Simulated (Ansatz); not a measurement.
**Geometry relaxation of CH₄GaNSi**

CH₄GaNSi, SMILES N#C[SiH2][GaH2], computed with RKS revPBE/def2-SVP (Ansatz 0.2.0).

It belongs to a series of runs on one base structure; here: end point B relaxed. Figures and captions count atoms from 1; the log counts them from 0 in places.

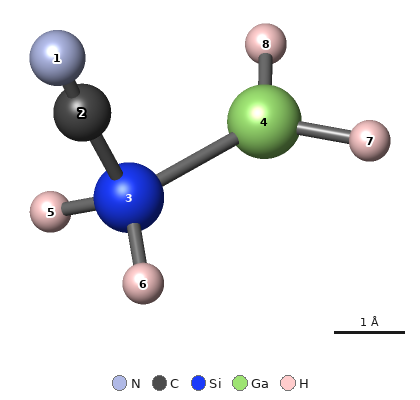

Fig. 1: The starting structure (ball-and-stick view, seen at a tilt; atoms are numbered from 1 in the order of the input). Sticks mark near contacts. Bond lengths as drawn: C–N 1.15 Å, C–Si 1.88 Å, Ga–H 1.60 to 1.61 Å, Ga–Si 2.42 Å and H–Si 1.48 Å.

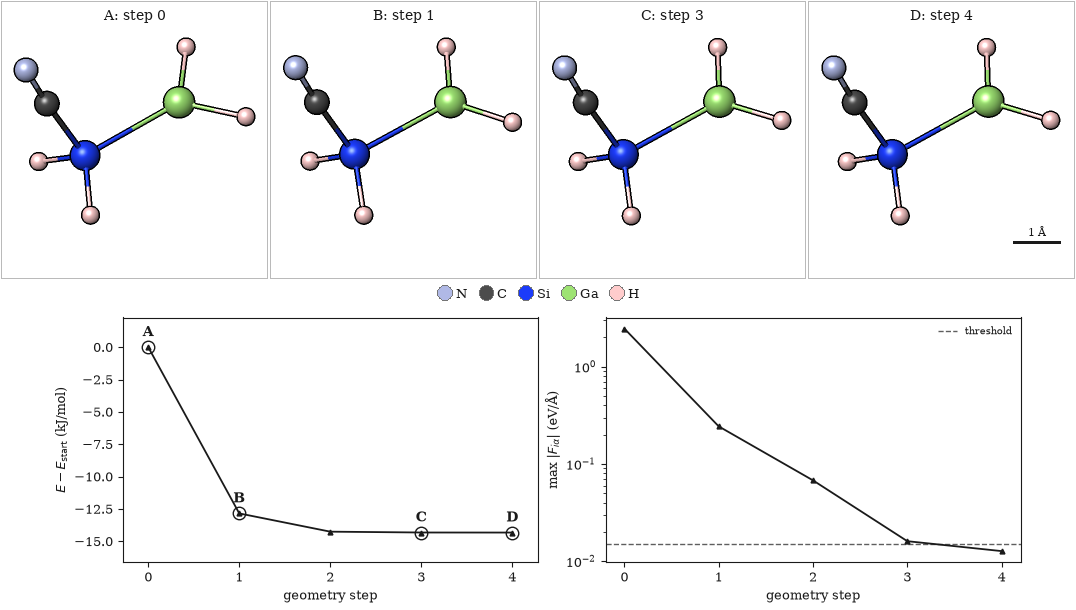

Fig. 2: Frames of the relaxation (ball-and-stick view, seen at a tilt) above the curves, on which the letters mark them (the first geometry is step 0 here and step 1 in the log).

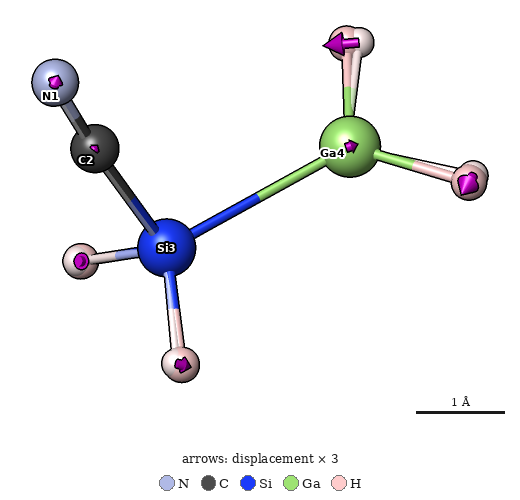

Fig. 3: Start (faint) and end (solid) with the displacements as pink arrows, magnified 3 times (ball-and-stick view, seen at a tilt). The two geometries are laid on each other by the best rigid fit. The largest move after the best rigid fit is that of H8, 0.14 Å. Largest moves by element: H 0.14 Å, N 0.06 Å, Ga 0.05 Å, C 0.03 Å, Si 0.02 Å. Among the contacts that change: Si3–Ga4 2.419 → 2.454 Å, N1–C2 1.146 → 1.178 Å, Ga4–H7 1.612 → 1.585 Å, Si3–H5 1.478 → 1.505 Å. Among the angles that change: H7–Ga4–H8 108.5° → 121.0°, Si3–Ga4–H8 126.7° → 119.1°, Si3–Ga4–H7 124.9° → 119.8°. The energy falls by 14.3 kJ/mol in 4 geometry steps. The largest force component goes from 2.5 to 0.013 eV/Å. (Atoms are counted from 1 in the order of the input.)

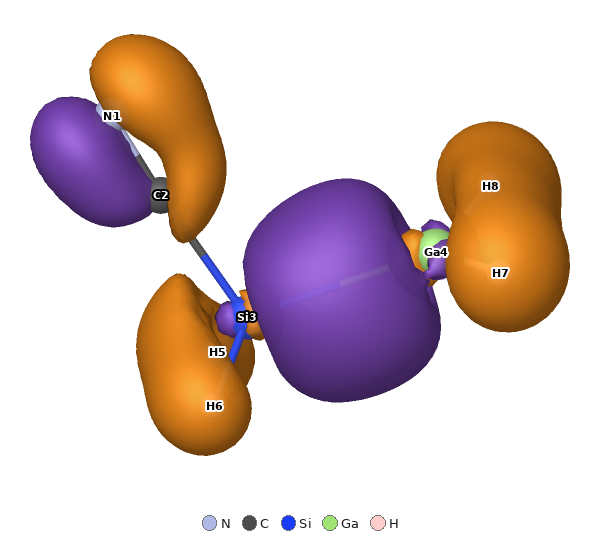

Fig. 4: One frontier orbital at ±0.1 Å⁻³ᐟ² (orange and purple are the two phases), seen face on. The HOMO, at −6.97 eV. By Hirshfeld shares it lies mainly on Si3 (30 %), Ga4 (30 %) and N1 (10 %).

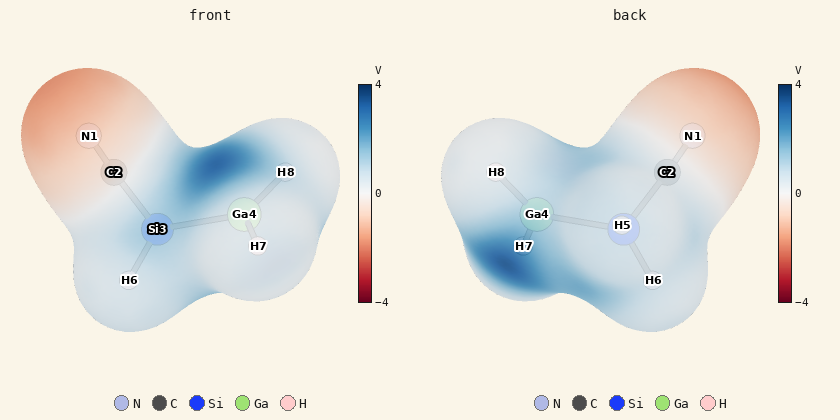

Fig. 5: The molecular electrostatic potential painted on the density surface at 0.002 e/bohr³, seen at a tilt and from behind; red is negative and blue positive.

The input and output of the run follow.

## Input
```yaml
crystal:
  periodic: [false, false, false]
  atoms:
    - { symbol: "N", position_ang: [2.04236, -0.95739, 1.84109] }
    - { symbol: C, position_ang: [1.42065, -0.23005, 1.21049] }
    - { symbol: Si, position_ang: [0.34015, 0.87379, 0.14457] }
    - { symbol: Ga, position_ang: [-1.2261, -0.64798, -0.89675] }
    - { symbol: H, position_ang: [1.30012, 1.53873, -0.7622] }
    - { symbol: H, position_ang: [-0.19799, 1.87362, 1.09074] }
    - { symbol: H, position_ang: [-2.7275, -0.92376, -0.37819] }
    - { symbol: H, position_ang: [-0.96077, -1.55795, -2.19078] }
basis:
  gaussian: { orbitals: def2-SVP }
hamiltonian:
  xc: revpbe
relax:
  f_tol: 0.015
  max_steps: 40
output:
  orbitals: {}
```

Launched with:
```bash
ansatz run input.yaml --threads 2 --pin off --max-ram 3072MiB --backend cpu --events-out ev --progress --plain --runs-dir out
```

## The program's output
```
The last accepted step is kept in [file] (removed where the run ends without a failure and the disk answers)
Engine: ansatz 0.2.0, x86_64-unknown-linux-gnu
Functional definition: revPBE
  parameter kappa = 1.245
  parameter beta = 0.06672455060314922
  exchange = pbe_x(kappa = kappa, mu = beta*pi^2/3)
  correlation = pbe_c(beta = beta)
1113 factors; their error is unknown
mean field evaluation 1: about -62823.8695 eV, gradient 5.0e1 eV
mean field evaluation 2: about -62737.5784 eV, gradient 1.4e2 eV
mean field evaluation 4: about -62828.6501 eV, gradient 1.4e1 eV
mean field evaluation 8: about -62829.4812 eV, gradient 1.9e-1 eV
mean field evaluation 16: about -62829.4097 eV, gradient 1.1e-4 eV
mean field -62829.40969950 eV, -2308.9382191530 hartree, gradient 3.7e-5 eV, S^2 0.000000; 0 other end points of the search recorded, 0 dependent functions left out
the calculation of the forces begins
reference -62829.40974842 eV, -2308.9382209511 hartree; 31, 31 occupied and 67, 67 virtual orbitals, 1113 factors
relax step   1: F+E_penalty+E_count = -62829.40969950 eV  Δ(F+E_penalty+E_count) = +0.000e0 eV  max|allowed force component| = 2.461e0 eV/Å  Δτ_max = 0.0000 Å  (27 SCF iters, accepted)
these checks for a lower state are left out or cut short: starts, cluster_reference, orbital_swaps, neighbouring_geometries, increment
1113 factors; their error is unknown
mean field -62829.54280387 eV, -2308.9431106487 hartree, gradient 7.1e-6 eV, S^2 0.000000; 0 other end points of the search recorded, 0 dependent functions left out
the calculation of the forces begins
reference -62829.54285317 eV, -2308.9431124602 hartree; 31, 31 occupied and 67, 67 virtual orbitals, 1113 factors
relax step   2: F+E_penalty+E_count = -62829.54280387 eV  Δ(F+E_penalty+E_count) = -1.331e-1 eV  max|allowed force component| = 2.435e-1 eV/Å  Δτ_max = 0.1947 Å  (29 SCF iters, accepted)
these checks for a lower state are left out or cut short: starts, cluster_reference, orbital_swaps, neighbouring_geometries, increment
1113 factors; their error is unknown
mean field evaluation 32: about -62829.5574 eV, gradient 2.0e-5 eV
mean field -62829.55741416 eV, -2308.9436475666 hartree, gradient 2.0e-5 eV, S^2 0.000000; 0 other end points of the search recorded, 0 dependent functions left out
the calculation of the forces begins
reference -62829.55746355 eV, -2308.9436493819 hartree; 31, 31 occupied and 67, 67 virtual orbitals, 1113 factors
relax step   3: F+E_penalty+E_count = -62829.55741416 eV  Δ(F+E_penalty+E_count) = -1.461e-2 eV  max|allowed force component| = 6.782e-2 eV/Å  Δτ_max = 0.0533 Å  (28 SCF iters, accepted)
these checks for a lower state are left out or cut short: starts, cluster_reference, orbital_swaps, neighbouring_geometries, increment
1113 factors; their error is unknown
mean field -62829.55808283 eV, -2308.9436721399 hartree, gradient 2.0e-5 eV, S^2 0.000000; 0 other end points of the search recorded, 0 dependent functions left out
the calculation of the forces begins
reference -62829.55813221 eV, -2308.9436739547 hartree; 31, 31 occupied and 67, 67 virtual orbitals, 1113 factors
relax step   4: F+E_penalty+E_count = -62829.55808283 eV  Δ(F+E_penalty+E_count) = -6.687e-4 eV  max|allowed force component| = 1.608e-2 eV/Å  Δτ_max = 0.0090 Å  (29 SCF iters, accepted)
these checks for a lower state are left out or cut short: starts, cluster_reference, orbital_swaps, neighbouring_geometries, increment
1113 factors; their error is unknown
mean field -62829.55812791 eV, -2308.9436737967 hartree, gradient 2.0e-5 eV, S^2 0.000000; 0 other end points of the search recorded, 0 dependent functions left out
the calculation of the forces begins
reference -62829.55817730 eV, -2308.9436756117 hartree; 31, 31 occupied and 67, 67 virtual orbitals, 1113 factors
relax step   5: F+E_penalty+E_count = -62829.55812791 eV  Δ(F+E_penalty+E_count) = -4.508e-5 eV  max|allowed force component| = 1.271e-2 eV/Å  Δτ_max = 0.0068 Å  (29 SCF iters, accepted)
1113 factors; their error is unknown
mean field evaluation 64: about -62829.5581 eV, gradient 2.6e-4 eV
mean field -62829.55812791 eV, -2308.9436737967 hartree, gradient 2.0e-5 eV, S^2 0.000000; 1 other end points of the search recorded, 0 dependent functions left out
the calculation of the forces begins
reference -62829.55817730 eV, -2308.9436756117 hartree; 31, 31 occupied and 67, 67 virtual orbitals, 1113 factors
Total energy: -62829.55817730 eV, -2308.9436756117 hartree
Atom 0 at     2.037223    -1.011419     1.857483 Å, force    -0.001114    -0.009673    -0.001993 eV/Å
Atom 1 at     1.410572    -0.257470     1.204765 Å, force     0.006223     0.012715    -0.000036 eV/Å
Atom 2 at     0.339928     0.852997     0.135745 Å, force    -0.009913    -0.006688     0.002988 eV/Å
Atom 3 at    -1.268394    -0.676977    -0.909659 Å, force     0.002483    -0.001942     0.005798 eV/Å
Atom 4 at     1.268633     1.544722    -0.826077 Å, force     0.002189    -0.003132    -0.000118 eV/Å
Atom 5 at    -0.257746     1.876780     1.062398 Å, force    -0.001763     0.004955    -0.002642 eV/Å
Atom 6 at    -2.709709    -0.858355    -0.276048 Å, force     0.000679     0.001591    -0.001008 eV/Å
Atom 7 at    -0.829586    -1.501268    -2.189636 Å, force     0.001216     0.002175    -0.002989 eV/Å
Dipole moment:    -0.503709     0.334941    -0.475250 e Å
```

## Trajectory as extended XYZ (Å, eV, eV/Å), 5 frames, from step=1 to step=5
```
8
Properties=species:S:1:pos:R:3:forces:R:3 step=1 energy=-62829.40970
N     2.0424   -0.9574    1.8411    2.1264  -2.4613   2.1531
C     1.4206   -0.2301    1.2105   -2.1364   2.3226  -2.1246
Si    0.3402    0.8738    0.1446    0.2488  -0.3791   0.1990
Ga   -1.2261   -0.6480   -0.8968   -0.7223  -0.5086  -0.3449
H     1.3001    1.5387   -0.7622    0.2081   0.2395  -0.3913
H    -0.1980    1.8736    1.0907   -0.3077   0.3265   0.2160
H    -2.7275   -0.9238   -0.3782    0.2871   0.2338   0.1559
H    -0.9608   -1.5579   -2.1908    0.2960   0.2266   0.1368
8
Properties=species:S:1:pos:R:3:forces:R:3 step=2 energy=-62829.54280
N     2.0440   -1.0143    1.8561   -0.0761   0.0594  -0.0707
C     1.4084   -0.2666    1.2029    0.0567  -0.0069   0.0444
Si    0.3378    0.8451    0.1311   -0.0187  -0.0837   0.0544
Ga   -1.2728   -0.6661   -0.9105   -0.0861  -0.2234  -0.1049
H     1.2573    1.5322   -0.8334    0.0774   0.0582  -0.0382
H    -0.2855    1.8566    1.0460    0.0190   0.0841   0.0695
H    -2.7210   -0.8244   -0.2336    0.2309  -0.0210  -0.1980
H    -0.7773   -1.4934   -2.1996   -0.2032   0.1332   0.2435
8
Properties=species:S:1:pos:R:3:forces:R:3 step=3 energy=-62829.55741
N     2.0403   -1.0130    1.8524   -0.0457   0.0282  -0.0394
C     1.4077   -0.2594    1.2039    0.0476  -0.0039   0.0357
Si    0.3389    0.8575    0.1379   -0.0213  -0.0678  -0.0043
Ga   -1.2664   -0.6803   -0.9097   -0.0272  -0.0104  -0.0236
H     1.2701    1.5471   -0.8211    0.0142   0.0077  -0.0145
H    -0.2587    1.8813    1.0633   -0.0073   0.0060   0.0070
H    -2.7136   -0.8533   -0.2745    0.0587  -0.0019  -0.0288
H    -0.8273   -1.5108   -2.1932   -0.0189   0.0422   0.0678
8
Properties=species:S:1:pos:R:3:forces:R:3 step=4 energy=-62829.55808
N     2.0433   -1.0098    1.8551   -0.0098  -0.0058  -0.0046
C     1.4109   -0.2578    1.2056    0.0083   0.0151  -0.0001
Si    0.3391    0.8527    0.1368   -0.0065  -0.0161   0.0072
Ga   -1.2695   -0.6763   -0.9102    0.0022  -0.0057   0.0053
H     1.2707    1.5432   -0.8229   -0.0014   0.0005  -0.0032
H    -0.2608    1.8765    1.0621    0.0022   0.0040  -0.0015
H    -2.7126   -0.8554   -0.2795    0.0031   0.0037  -0.0011
H    -0.8301   -1.5041   -2.1879    0.0019   0.0044  -0.0021
8
Properties=species:S:1:pos:R:3:forces:R:3 step=5 energy=-62829.55813
N     2.0372   -1.0114    1.8575   -0.0011  -0.0097  -0.0020
C     1.4106   -0.2575    1.2048    0.0062   0.0127   0.0000
Si    0.3399    0.8530    0.1357   -0.0099  -0.0067   0.0030
Ga   -1.2684   -0.6770   -0.9097    0.0025  -0.0019   0.0058
H     1.2686    1.5447   -0.8261    0.0022  -0.0031  -0.0001
H    -0.2577    1.8768    1.0624   -0.0018   0.0050  -0.0026
H    -2.7097   -0.8584   -0.2760    0.0007   0.0016  -0.0010
H    -0.8296   -1.5013   -2.1896    0.0012   0.0022  -0.0030
```

## Key numbers

```csv
quantity,value
outcome,converged
total energy,−62829.5582 eV
mean-field energy,−62829.5582 eV
largest force (length of the vector) at the end,0.014 eV/Å
hardware,"2 threads of Intel Xeon (Sapphire Rapids), 16 GiB of memory available, shared host"
wall time,6.9 s (CPU time 13 s)
peak memory,0.17 GiB
```
